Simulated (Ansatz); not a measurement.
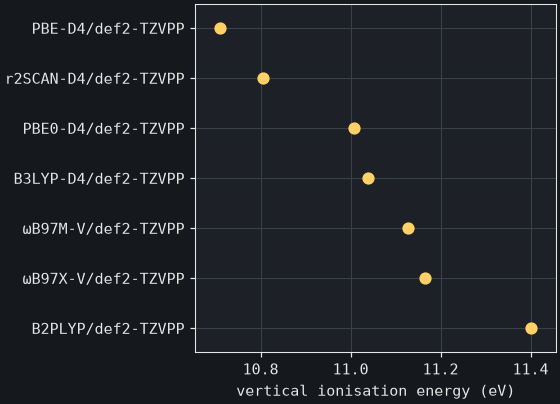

Vertical ionisation energy of CH₃BFN, SMILES BN=CF, taken as the energy of the cation less that of the neutral at fixed geometry (unrestricted doublet cation, cores frozen in correlated methods, no spin-orbit coupling), the Ansatz code, at a PBE0-D4/def2-TZVP geometry (a minimum by its frequencies).

Q: What range do the values span?

A: From 10.71 eV (PBE-D4/def2-TZVPP) to 11.40 eV (B2PLYP/def2-TZVPP).

Q: Give the values.

A:
| level | eV |
| --- | --- |
| PBE-D4/def2-TZVPP | 10.71 |
| r2SCAN-D4/def2-TZVPP | 10.80 |
| PBE0-D4/def2-TZVPP | 11.01 |
| B3LYP-D4/def2-TZVPP | 11.04 |
| ωB97M-V/def2-TZVPP | 11.13 |
| ωB97X-V/def2-TZVPP | 11.17 |
| B2PLYP/def2-TZVPP | 11.40 |
